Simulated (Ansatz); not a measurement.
**CH₂ClNSi: one molecule under many settings**

Aim: run CH₂ClNSi under a spread of inputs, and see what each costs and gives.

Method: the settings change from run to run; program: Ansatz 0.2.0, Gaussian basis.

### Step 1. The molecule

The geometry comes from an earlier relaxation with PBE0-D4 in a triple-zeta def2 set; it is a stationary point.

SMILES `ClC1=N[SiH2]1`, 6 atoms, charge 0, spin multiplicity 1.

Atoms are counted from 1 here; the program's logs count them from 0.

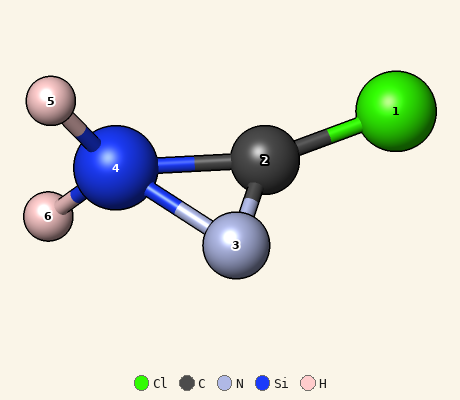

The geometry (chlorine green, carbon dark grey, nitrogen light blue, silicon blue, hydrogen pink); atoms are numbered from 1 in the order of the file.

### Step 2. PBE0/STO-3G

Set apart from the defaults: unrestricted orbitals.

in.yaml

```yaml
crystal:
  periodic: [false, false, false]
  atoms:
    - {symbol: Cl, position_ang: [-1.232233, -2.329301, 0.030696]}
    - {symbol: C, position_ang: [-0.265542, -0.920305, 0.026581]}
    - {symbol: N, position_ang: [0.989554, -0.796100, 0.131494]}
    - {symbol: Si, position_ang: [0.170658, 0.797247, -0.045186]}
    - {symbol: H, position_ang: [0.300661, 1.512459, -1.329255]}
    - {symbol: H, position_ang: [0.078902, 1.672001, 1.139570]}
basis:
  gaussian: {orbitals: STO-3G}
magnetization: {spin_polarized: true, initial_magnetization: 0}
hamiltonian: {xc: {name: PBE0}}
output: {forces: true}
```

Command:

```console
> ansatz run in.yaml --threads 2 --pin off --events-out ev --progress --plain --max-ram 4352MiB
```

Standard output:

```text
Functional definition: PBE0
  name "PBE0"
  cite "Adamo & Barone, J. Chem. Phys. 110, 6158 (1999) doi:10.1063/1.478522"
  cite "Perdew, Burke & Ernzerhof, Phys. Rev. Lett. 77, 3865 (1996) doi:10.1103/PhysRevLett.77.3865"
  parent pbe
  parameter a = 0.25
  parameter kappa = 0.804
  parameter beta = 0.06672455060314922
  exchange = (1 - a)*pbe_x(kappa = kappa, mu = beta*pi^2/3) + a*exact_x
  correlation = pbe_c(beta = beta)
357 factors; integrals over basis functions are off by at most 3.1e-5 eV
mean field evaluation 1: about -22684.3642 eV, gradient 2.3e1 eV
mean field evaluation 2: about -22677.8061 eV, gradient 4.2e1 eV
mean field evaluation 4: about -22687.8981 eV, gradient 1.2e0 eV
mean field evaluation 8: about -22687.8910 eV, gradient 3.0e-2 eV
mean field -22687.89097212 eV, -833.7646148206 hartree, gradient 4.4e-5 eV, S^2 0.000000; 0 other end points of the search recorded, 0 dependent functions left out
the calculation of the forces begins
reference -22687.89098463 eV, -833.7646152804 hartree; 23, 23 occupied and 7, 7 virtual orbitals, 357 factors
Total energy: -22687.89098463 eV, -833.7646152804 hartree
Atom 0 at    -1.232233    -2.329301     0.030696 Å, force    -1.533883    -1.954213    -0.011621 eV/Å
Atom 1 at    -0.265542    -0.920305     0.026581 Å, force    -2.228709     1.942734    -0.325865 eV/Å
Atom 2 at     0.989554    -0.796100     0.131494 Å, force     4.692997    -0.913431     0.480843 eV/Å
Atom 3 at     0.170658     0.797247    -0.045186 Å, force    -0.904671     1.996879    -0.210284 eV/Å
Atom 4 at     0.300661     1.512459    -1.329255 Å, force    -0.069304    -0.495244     0.664523 eV/Å
Atom 5 at     0.078902     1.672001     1.139570 Å, force     0.043570    -0.576725    -0.597597 eV/Å
Dipole moment:    -0.100789     0.651910    -0.051214 e Å
```

Run time: 0.7 s. Hardware: 2 threads of Arm Neoverse V2, shared host.

Largest force 4.805 eV/Å, dipole 3.18 D, ⟨S²⟩ 0.000.

### Step 3. RPA/def2-SVPD

Options: high accuracy.

Edit in.yaml of step 2 so:

```diff
@@ -10,5 +10,5 @@
 basis:
-  gaussian: {orbitals: STO-3G}
-magnetization: {spin_polarized: true, initial_magnetization: 0}
-hamiltonian: {xc: {name: PBE0}}
-output: {forces: true}
+  gaussian: {orbitals: def2-SVPD}
+hamiltonian: {xc: {name: HF}}
+correlation: {method: rpa}
+accuracy: high
```

The command is unchanged.

Standard output:

```text
Functional definition: HF
  name "HF"
  cite "Fock, Z. Phys. 61, 126 (1930) doi:10.1007/BF01340294"
  parent pbe
  exchange = exact_x
  correlation = 0
2090 factors; integrals over basis functions are off by at most 4.0e-9 eV
mean field evaluation 1: about -22896.9163 eV, gradient 3.1e1 eV
mean field evaluation 2: about -22897.0234 eV, gradient 3.1e1 eV
mean field evaluation 4: about -22899.6557 eV, gradient 3.3e0 eV
mean field evaluation 8: about -22899.7286 eV, gradient 2.1e-1 eV
mean field evaluation 16: about -22899.7290 eV, gradient 1.2e-8 eV
mean field -22899.72898097 eV, -841.5495180568 hartree, gradient 1.2e-8 eV, S^2 0.000000; 0 other end points of the search recorded, 0 dependent functions left out
12 core orbitals not correlated: weight in the atoms' cores, before any rotation towards them, 1.000 or more for the frozen orbitals, at most 0.000 for the correlated occupied ones
reference -22899.72898097 eV, -841.5495180568 hartree; 11, 11 occupied and 84, 84 virtual orbitals, 2090 factors
Total energy: -22916.10882482 eV, -842.1514662157 hartree
```

Run time: 3.1 s. Hardware: 2 threads of Arm Neoverse V2, shared host.

### Step 4. wB97X/def2-TZVPP

Options: unrestricted orbitals, coordinates scaled by 0.96, density fitting with cc-pVTZ-jkfit, a point charge of 2.00 e beside it.

in.yaml

```yaml
crystal:
  periodic: [false, false, false]
  atoms:
    - {symbol: Cl, position_ang: [-1.182944, -2.236129, 0.029468]}
    - {symbol: C, position_ang: [-0.254920, -0.883493, 0.025518]}
    - {symbol: N, position_ang: [0.949972, -0.764256, 0.126234]}
    - {symbol: Si, position_ang: [0.163832, 0.765358, -0.043379]}
    - {symbol: H, position_ang: [0.288634, 1.451961, -1.276085]}
    - {symbol: H, position_ang: [0.075746, 1.605121, 1.093987]}
basis:
  gaussian: {orbitals: def2-TZVPP, fitting: {mean_field: cc-pVTZ-jkfit}, point_charges: [{charge: 2.00, position_ang: [3.649, -0.111, 0.627]}]}
magnetization: {spin_polarized: true, initial_magnetization: 0}
hamiltonian: {xc: {name: wB97X}}
output: {forces: true}
```

The command is unchanged.

Standard output (excerpt; [...] marks lines left out):

```text
Functional definition: wB97X
  name "wB97X"
  cite "Chai & Head-Gordon, J. Chem. Phys. 128, 084106 (2008) doi:10.1063/1.2834918"
  cite "Becke, J. Chem. Phys. 107, 8554 (1997) doi:10.1063/1.475007"
[...]
  # The coefficients of nought are those of the uniform gas.
[...]
      + exact_x_lr(omega)
[...]
      + integral(e_c_pw_opposite_spin*poly(b97_u_opposite, 1, cos1, cos2, cos3, cos4))
460 factors; integrals over basis functions are off by at most 1.4e0 eV
460 factors; integrals over basis functions are off by at most 1.6e-6 eV
[...]
mean field -22960.65647823 eV, -843.7885622829 hartree, gradient 5.1e-5 eV, S^2 0.000000; 0 other end points of the search recorded, 0 dependent functions left out
[...]
reference -22960.65644800 eV, -843.7885611720 hartree; 23, 23 occupied and 151, 151 virtual orbitals, 460 factors
Total energy: -22960.65644800 eV, -843.7885611720 hartree
Atom 0 at    -1.182944    -2.236129     0.029468 Å, force    -0.567611    -0.637890    -0.016755 eV/Å
Atom 1 at    -0.254920    -0.883493     0.025518 Å, force    -4.686938    -2.366407    -0.287768 eV/Å
Atom 2 at     0.949972    -0.764256     0.126234 Å, force     8.755575     0.364642     1.226399 eV/Å
Atom 3 at     0.163832     0.765358    -0.043379 Å, force    -1.501935     2.643232    -0.505501 eV/Å
Atom 4 at     0.288634     1.451961    -1.276085 Å, force     0.257447     0.478983    -1.032173 eV/Å
Atom 5 at     0.075746     1.605121     1.093987 Å, force     0.105937     0.598749     1.059082 eV/Å
Dipole moment:    -1.238239     0.300800    -0.193314 e Å
```

Run time: 10 s. Hardware: 2 threads of Arm Neoverse V2, shared host; peak memory 0.48 GiB.

Largest force 8.849 eV/Å, dipole 6.19 D, ⟨S²⟩ 0.000.

### Step 5. r2SCAN50/def2-mTZVPP

This run has relativity set to none.

in.yaml

```yaml
crystal:
  periodic: [false, false, false]
  atoms:
    - {symbol: Cl, position_ang: [-1.232233, -2.329301, 0.030696]}
    - {symbol: C, position_ang: [-0.265542, -0.920305, 0.026581]}
    - {symbol: N, position_ang: [0.989554, -0.796100, 0.131494]}
    - {symbol: Si, position_ang: [0.170658, 0.797247, -0.045186]}
    - {symbol: H, position_ang: [0.300661, 1.512459, -1.329255]}
    - {symbol: H, position_ang: [0.078902, 1.672001, 1.139570]}
basis:
  gaussian: {orbitals: def2-mTZVPP}
hamiltonian: {xc: {name: r2SCAN50}, pseudopotentials: {relativity: none}}
output: {forces: true}
```

Launched as before.

Standard output (excerpt; [...] marks lines left out):

```text
Functional definition: r2SCAN50
  name "r2SCAN50"
  cite "Bursch, Neugebauer, Ehlert & Grimme, J. Chem. Phys. 156, 134105 (2022) doi:10.1063/5.0086040"
  cite "Furness, Kaplan, Ning, Perdew & Sun, J. Phys. Chem. Lett. 11, 8208 (2020) doi:10.1021/acs.jpclett.0c02405"
  cite "Furness, Kaplan, Ning, Perdew & Sun, J. Phys. Chem. Lett. 11, 9248 (2020) doi:10.1021/acs.jpclett.0c03077"
  parent r2scan
[...]
978 factors; integrals over basis functions are off by at most 1.3e-3 eV
[...]
mean field -22955.08850562 eV, -843.5839430637 hartree, gradient 4.0e-5 eV, S^2 0.000000; 0 other end points of the search recorded, 0 dependent functions left out
[...]
reference -22955.08851194 eV, -843.5839432961 hartree; 23, 23 occupied and 84, 84 virtual orbitals, 978 factors
Total energy: -22955.08851194 eV, -843.5839432961 hartree
Atom 0 at    -1.232233    -2.329301     0.030696 Å, force     0.041157    -0.019378     0.004975 eV/Å
Atom 1 at    -0.265542    -0.920305     0.026581 Å, force     0.952683     0.402744     0.059959 eV/Å
Atom 2 at     0.989554    -0.796100     0.131494 Å, force    -1.079525     0.103175    -0.104203 eV/Å
Atom 3 at     0.170658     0.797247    -0.045186 Å, force     0.116030    -0.222632     0.024978 eV/Å
Atom 4 at     0.300661     1.512459    -1.329255 Å, force    -0.034156    -0.118198     0.220569 eV/Å
Atom 5 at     0.078902     1.672001     1.139570 Å, force     0.003811    -0.145711    -0.206278 eV/Å
Dipole moment:    -0.181350     0.547610    -0.051724 e Å
```

It took 3.3 s on 2 threads of Arm Neoverse V2, shared host.

Largest force 1.089 eV/Å, dipole 2.78 D.

### Step 6. SVWN5/6-31++G**

Options: density fitting with def2-universal-jkfit.

Edit in.yaml of step 5 so:

```diff
@@ -10,4 +10,4 @@
 basis:
-  gaussian: {orbitals: def2-mTZVPP}
-hamiltonian: {xc: {name: r2SCAN50}, pseudopotentials: {relativity: none}}
+  gaussian: {orbitals: "6-31++G**", fitting: {mean_field: def2-universal-jkfit}}
+hamiltonian: {xc: {name: SVWN5}}
 output: {forces: true}
```

Launched as before.

Standard output (excerpt; [...] marks lines left out):

```text
Functional definition: SVWN5
  name "SVWN5"
  cite "Dirac, Proc. Camb. Phil. Soc. 26, 376 (1930) doi:10.1017/S0305004100016108"
  cite "Slater, Phys. Rev. 81, 385 (1951) doi:10.1103/PhysRev.81.385"
  cite "Vosko, Wilk & Nusair, Can. J. Phys. 58, 1200 (1980) doi:10.1139/p80-159"
[...]
444 factors; integrals over basis functions are off by at most 3.4e-1 eV
[...]
mean field -22863.99378074 eV, -840.2362736704 hartree, gradient 1.0e-5 eV, S^2 0.000000; 0 other end points of the search recorded, 0 dependent functions left out
[...]
reference -22863.99384857 eV, -840.2362761632 hartree; 23, 23 occupied and 73, 73 virtual orbitals, 444 factors
Total energy: -22863.99384857 eV, -840.2362761632 hartree
Atom 0 at    -1.232233    -2.329301     0.030696 Å, force    -0.090304    -0.088886    -0.002352 eV/Å
Atom 1 at    -0.265542    -0.920305     0.026581 Å, force    -0.525474    -0.296640    -0.027893 eV/Å
Atom 2 at     0.989554    -0.796100     0.131494 Å, force     0.765519    -0.324561     0.089506 eV/Å
Atom 3 at     0.170658     0.797247    -0.045186 Å, force    -0.183758     0.509118    -0.049293 eV/Å
Atom 4 at     0.300661     1.512459    -1.329255 Å, force     0.039121     0.084668    -0.249241 eV/Å
Atom 5 at     0.078902     1.672001     1.139570 Å, force    -0.005104     0.116302     0.239273 eV/Å
Dipole moment:    -0.194582     0.465020    -0.047576 e Å
```

Run time: 0.75 s. Hardware: 2 threads of Arm Neoverse V2, shared host.

Largest force 0.836 eV/Å, dipole 2.43 D.

### Step 7. PBE0-DH/cc-pVTZ-DK

Options: charge -1, multiplicity 2, atoms shaken by 0.15 Å.

in.yaml

```yaml
crystal:
  periodic: [false, false, false]
  atoms:
    - {symbol: Cl, position_ang: [-1.293442, -2.513987, -0.178326]}
    - {symbol: C, position_ang: [-0.098219, -0.967268, 0.143405]}
    - {symbol: N, position_ang: [1.096240, -0.750332, 0.046735]}
    - {symbol: Si, position_ang: [0.258833, 0.556173, 0.170274]}
    - {symbol: H, position_ang: [0.520078, 1.643130, -1.102074]}
    - {symbol: H, position_ang: [-0.022339, 1.645155, 1.075808]}
basis:
  gaussian: {orbitals: cc-pVTZ-DK}
total_charge: -1
magnetization: {spin_polarized: true, initial_magnetization: 1}
hamiltonian: {xc: {name: PBE0-DH}}
```

Launched as before.

Standard output (excerpt; [...] marks lines left out):

```text
Functional definition: PBE0-DH
  name "PBE0-DH"
  cite "Brémond & Adamo, J. Chem. Phys. 135, 024106 (2011) doi:10.1063/1.3604569"
  cite "Perdew, Burke & Ernzerhof, Phys. Rev. Lett. 77, 3865 (1996) doi:10.1103/PhysRevLett.77.3865"
[...]
915 factors; integrals over basis functions are off by at most 1.2e-3 eV
[...]
mean field -22999.09954801 eV, -845.2013190399 hartree, gradient 5.9e-6 eV, S^2 0.769059; 2 other end points of the search recorded, 0 dependent functions left out
12 core orbitals not correlated: weight in the atoms' cores, before any rotation towards them, 1.000 or more for the frozen orbitals, at most 0.000 for the correlated occupied ones
reference -22999.09956559 eV, -845.2013196858 hartree; 12, 11 occupied and 132, 133 virtual orbitals, 915 factors
second order -22.80863498 eV of doubles, -0.00000000 eV of singles
Total energy: -23001.95064496 eV, -845.3060949202 hartree
Relativity: scalar
```

Wall time 8.5 s (2 threads of Arm Neoverse V2, shared host).

⟨S²⟩ 0.769.

### Step 8. SPW92/aug-pcseg-2

in.yaml

```yaml
crystal:
  periodic: [false, false, false]
  atoms:
    - {symbol: Cl, position_ang: [-1.232233, -2.329301, 0.030696]}
    - {symbol: C, position_ang: [-0.265542, -0.920305, 0.026581]}
    - {symbol: N, position_ang: [0.989554, -0.796100, 0.131494]}
    - {symbol: Si, position_ang: [0.170658, 0.797247, -0.045186]}
    - {symbol: H, position_ang: [0.300661, 1.512459, -1.329255]}
    - {symbol: H, position_ang: [0.078902, 1.672001, 1.139570]}
basis:
  gaussian: {orbitals: aug-pcseg-2}
hamiltonian: {xc: {name: SPW92}}
```

The command is unchanged.

Standard output:

```text
Functional definition: SPW92
  name "SPW92"
  cite "Dirac, Proc. Camb. Phil. Soc. 26, 376 (1930) doi:10.1017/S0305004100016108"
  cite "Slater, Phys. Rev. 81, 385 (1951) doi:10.1103/PhysRev.81.385"
  cite "Perdew & Wang, Phys. Rev. B 45, 13244 (1992) doi:10.1103/PhysRevB.45.13244"
  exchange = slater_x
  correlation = pw_c
1159 factors; their error is unknown
mean field evaluation 1: about -22849.9333 eV, gradient 8.7e1 eV
mean field evaluation 2: about -22690.5459 eV, gradient 2.0e2 eV
mean field evaluation 4: about -22860.8240 eV, gradient 5.4e1 eV
mean field evaluation 8: about -22866.7823 eV, gradient 2.9e-1 eV
mean field evaluation 16: about -22866.7436 eV, gradient 1.6e-4 eV
mean field -22866.74362566 eV, -840.3373286076 hartree, gradient 5.7e-5 eV, S^2 0.000000; 0 other end points of the search recorded, 0 dependent functions left out
reference -22866.74368474 eV, -840.3373307785 hartree; 23, 23 occupied and 215, 215 virtual orbitals, 1159 factors
Total energy: -22866.74368474 eV, -840.3373307785 hartree
```

Wall time 1.6 s (2 threads of Arm Neoverse V2, shared host).

### Step 9. revPBE/cc-pVDZ

This run has charge -1, multiplicity 2, D3(BJ) with three-body dispersion.

Edit in.yaml of step 8 so:

```diff
@@ -10,3 +10,6 @@
 basis:
-  gaussian: {orbitals: aug-pcseg-2}
-hamiltonian: {xc: {name: SPW92}}
+  gaussian: {orbitals: cc-pVDZ}
+total_charge: -1
+magnetization: {spin_polarized: true, initial_magnetization: 1}
+hamiltonian: {xc: {name: revPBE}, dispersion: d3bjatm}
+output: {forces: true}
```

Launched as before.

Standard output (excerpt; [...] marks lines left out):

```text
Functional definition: revPBE
  name "revPBE"
  cite "Zhang & Yang, Phys. Rev. Lett. 80, 890 (1998) doi:10.1103/PhysRevLett.80.890"
  cite "Perdew, Burke & Ernzerhof, Phys. Rev. Lett. 77, 3865 (1996) doi:10.1103/PhysRevLett.77.3865"
[...]
996 factors; their error is unknown
[...]
mean field -22952.70076415 eV, -843.4961951833 hartree, gradient 1.2e-5 eV, S^2 0.753649; 3 other end points of the search recorded, 0 dependent functions left out
[...]
reference -22952.70080276 eV, -843.4961966021 hartree; 24, 23 occupied and 50, 51 virtual orbitals, 996 factors
Total energy: -22953.04330206 eV, -843.5087832193 hartree
Atom 0 at    -1.232233    -2.329301     0.030696 Å, force    -2.401850    -4.120932     0.050612 eV/Å
Atom 1 at    -0.265542    -0.920305     0.026581 Å, force     0.347448     1.791255    -0.085377 eV/Å
Atom 2 at     0.989554    -0.796100     0.131494 Å, force     2.337847    -1.873352     0.331637 eV/Å
Atom 3 at     0.170658     0.797247    -0.045186 Å, force    -0.649843     3.510863    -0.285040 eV/Å
Atom 4 at     0.300661     1.512459    -1.329255 Å, force     0.227996     0.313803    -0.504881 eV/Å
Atom 5 at     0.078902     1.672001     1.139570 Å, force     0.138402     0.378362     0.493050 eV/Å
Dipole moment:    -0.274059    -0.474447     0.005984 e Å
```

Run time: 2.4 s. Hardware: 2 threads of Arm Neoverse V2, shared host.

Largest force 4.770 eV/Å, ⟨S²⟩ 0.754.

### Step 10. wB97M-V/def2-SVPD

Set apart from the defaults: charge -1, multiplicity 2, high accuracy.

Edit in.yaml of step 9 so:

```diff
@@ -10,6 +10,7 @@
 basis:
-  gaussian: {orbitals: cc-pVDZ}
+  gaussian: {orbitals: def2-SVPD}
 total_charge: -1
 magnetization: {spin_polarized: true, initial_magnetization: 1}
-hamiltonian: {xc: {name: revPBE}, dispersion: d3bjatm}
+hamiltonian: {xc: {name: wB97M-V}}
+accuracy: high
 output: {forces: true}
```

Launched as before.

Standard output (excerpt; [...] marks lines left out):

```text
Functional definition: wB97M-V
  name "wB97M-V"
  cite "Mardirossian & Head-Gordon, J. Chem. Phys. 144, 214110 (2016) doi:10.1063/1.4952647"
  cite "Becke, J. Chem. Phys. 107, 8554 (1997) doi:10.1063/1.475007"
  cite "Vydrov & Van Voorhis, J. Chem. Phys. 133, 244103 (2010) doi:10.1063/1.3521275"
  # Of w^i u^j: cxij and so on, Table III.
[...]
  gx(w, u) = 1 - cx + cx01*u + cx10*w
  gss(w, u) = css00 + css04*u^4 + css10*w + css20*w^2 + css43*w^4*u^3
  gos(w, u) = cos00 + cos10*w + (cos20 + cos21*u)*w^2 + (cos60 + cos61*u)*w^6
[...]
      + integral(e_c_pw_mod_opposite_spin*gos(b97_w_opposite, b97_u_opposite)) + vv10(b, c)
2091 factors; integrals over basis functions are off by at most 4.0e-9 eV
469 factors; integrals over basis functions are off by at most 1.6e-9 eV
[...]
mean field -22947.41725717 eV, -843.3020298831 hartree, gradient 7.3e-8 eV, S^2 0.753995; 6 other end points of the search recorded, 0 dependent functions left out
[...]
reference -22947.41726101 eV, -843.3020300240 hartree; 24, 23 occupied and 83, 84 virtual orbitals, 2091 factors
Total energy: -22947.41726101 eV, -843.3020300240 hartree
Atom 0 at    -1.232233    -2.329301     0.030696 Å, force    -1.562821    -2.965908     0.051343 eV/Å
Atom 1 at    -0.265542    -0.920305     0.026581 Å, force     1.234371     1.237931     0.030439 eV/Å
Atom 2 at     0.989554    -0.796100     0.131494 Å, force     0.331739    -1.362816     0.118041 eV/Å
Atom 3 at     0.170658     0.797247    -0.045186 Å, force    -0.342008     2.986406    -0.223505 eV/Å
Atom 4 at     0.300661     1.512459    -1.329255 Å, force     0.180610     0.044043    -0.113501 eV/Å
Atom 5 at     0.078902     1.672001     1.139570 Å, force     0.158109     0.060344     0.137184 eV/Å
Dipole moment:    -0.377349    -0.465347    -0.003914 e Å
```

Run time: 1.9 min. Hardware: 2 threads of Arm Neoverse V2, shared host; peak memory 1.2 GiB.

Largest force 3.353 eV/Å, ⟨S²⟩ 0.754.

### Step 11. All runs side by side

```
               level  charge  multiplicity              geometry  functions  energy (eV)     time
         PBE0/STO-3G       0             1               relaxed         30   -22687.891    0.7 s
       RPA/def2-SVPD       0             1               relaxed        107   -22916.109    3.1 s
    wB97X/def2-TZVPP       0             1  scaled, point charge        174   -22960.656     10 s
r2SCAN50/def2-mTZVPP       0             1               relaxed        107   -22955.089    3.3 s
     SVWN5/6-31++G**       0             1               relaxed         96   -22863.994   0.75 s
  PBE0-DH/cc-pVTZ-DK      -1             2                shaken        156   -23001.951    8.5 s
   SPW92/aug-pcseg-2       0             1               relaxed        238   -22866.744    1.6 s
      revPBE/cc-pVDZ      -1             2               relaxed         74   -22953.043    2.4 s
   wB97M-V/def2-SVPD      -1             2               relaxed        107   -22947.417  1.9 min
```

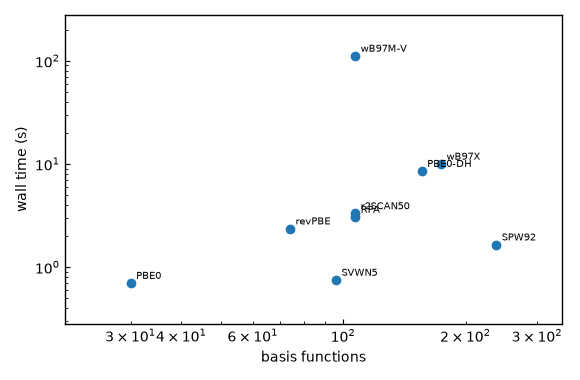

Wall time against the number of basis functions (shared host).

### Step 12. What came out

| quantity | value |
| --- | --- |
| runs | 9 |
| quickest | PBE0/STO-3G, 0.7 s |
| slowest | wB97M-V/def2-SVPD, 1.9 min |
| spread of total energies, same state and geometry | 267.2 eV |
| dipole, same state and geometry | 2.43 to 3.18 D |

In words: Run time spans a factor of 159, from PBE0/STO-3G to wB97M-V/def2-SVPD. The jobs differ in tasks and options as well as level. Total energies at one charge and spin differ by 267 eV between levels, so only differences within one level mean anything. At the PBE0-D4/def2-TZVP geometry and in the same state, runs without warnings or point charges leave forces up to 4.81 eV/Å (PBE0/STO-3G). At that geometry and state the dipole changes by 31 % between the lowest and highest value.
